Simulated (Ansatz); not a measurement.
## How far to go with the k-point mesh: CoSn (P6mm, 6 atoms in the cell)

```
CELL_PARAMETERS angstrom
      5.21981     0.00000     0.00000
     -2.60990     4.52049     0.00000
      0.00000     0.00000     4.16665
ATOMIC_POSITIONS crystal
  Co 0.00000 0.50000 0.00000
  Co 0.50000 0.00000 0.00000
  Co 0.50000 0.50000 0.00000
  Sn 0.66667 0.33333 0.50000
  Sn 0.33333 0.66667 0.50000
  Sn 0.00000 0.00000 0.01200
```

Level of theory: LDA (PW92), default PAW files made with PBE (plane waves; Ansatz, a first-principles code).

Base settings: basis.ecutwfc = 30.9 Ry; kpoints.mp_grid.grid = 7 7 8; hamiltonian.xc = lda; hamiltonian.pseudopotentials = {kind: paw} (the program's default PAW files); scf.occupations.method = gaussian; scf.occupations.width = 0.0073 Ry.

The second cell is the first with its lattice scaled by 0.98.

Only quantities that move along the ladder and can be compared are tabulated.

The count of work is k-points × plane waves × bands × iterations; it is no time. Core times come from one kind of shared machine, to one figure; runs under 30 s give none.

The starting cell comes from a database of computed structures (which also holds hypothetical and non-ambient phases and stackings), without a prior relaxation at this level. Its lattice was rescaled by up to half a per cent. One atom was moved a little off its site on purpose. Spin polarisation is off. In the base run, with a pressure of about -4 GPa the cell is away from its equilibrium volume at this level. Ansatz's pressure includes its estimate of the finite-basis (Pulay) stress.

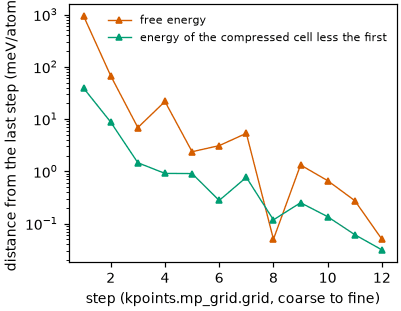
Figure: Distance from the last step along the ladder; very small values are drawn at a floor.

| kpoints.mp_grid.grid | free energy less the last step's (meV/atom) | energy of the compressed cell less the first (meV/atom) | pressure (GPa) | largest difference of a force vector from the last step's (eV/Å) | count of work / last | core time / last (rough) |
|---|---|---|---|---|---|---|
| 1 1 2 | 935.41 | 41.30 | 1.67 | 0.269 | 0.015 | – |
| 2 2 2 | -67.09 | -6.44 | -5.55 | 0.008 | 0.019 | – |
| 2 2 3 | -6.86 | 0.83 | -4.43 | 0.006 | 0.016 | – |
| 3 3 3 | 21.68 | 3.19 | -4.03 | 0.003 | 0.025 | – |
| 3 3 4 | 2.37 | 3.19 | -4.04 | 0.008 | 0.042 | – |
| 4 4 5 | -3.09 | 2.01 | -4.21 | 0.001 | 0.049 | – |
| 5 5 6 | 5.33 | 3.05 | -4.05 | 0.001 | 0.082 | – |
| 6 6 7 | -0.03 | 2.17 | -4.19 | 0.001 | 0.12 | – |
| 7 7 8 | -1.32 | 2.03 | -4.21 | 0.001 | 0.19 | – |
| 9 9 9 | 0.66 | 2.42 | -4.15 | 0.001 | 0.28 | 0.2 |
| 11 11 11 | 0.27 | 2.34 | -4.16 | 0.001 | 0.44 | 0.4 |
| 13 13 14 | 0.04 | 2.31 | -4.17 | 0.000 | 0.78 | 0.7 |
| 14 14 16 | 0.00 | 2.28 | -4.17 | 0.000 | 1.0 | 1 |

Coarsest kpoints.mp_grid.grid that holds the forces within 0.01 eV/Å of the last step, with all finer ones: 2 2 2, at 0.019 of the last step's count of work; the step before is off by 0.27 eV/Å.

Coarsest kpoints.mp_grid.grid that holds the free energy within 0.5 meV/atom of the last step, with all finer ones: 11 11 11, at 0.44 of the last step's count of work and about 0.4 of the last step's time; the step before is off by 0.66 meV/atom.

Coarsest kpoints.mp_grid.grid that holds the energy of the compressed cell less the first within 0.2 meV/atom of the last step, with all finer ones: 9 9 9, at 0.28 of the last step's count of work and about 0.2 of the last step's time; the step before is off by 0.25 meV/atom.

The energy difference between the two cells stays within 1 meV/atom of the last step's from 3 3 3 on, the total only from 9 9 9 on: much of the error is common to both cells and cancels.

Two neighbours can agree and both be off: 3 3 3 and 3 3 4 differ by 0.01 meV/atom in the energy of the compressed cell less the first, yet lie about 0.90 meV/atom from the last step.

Keys are those of Ansatz 0.2.
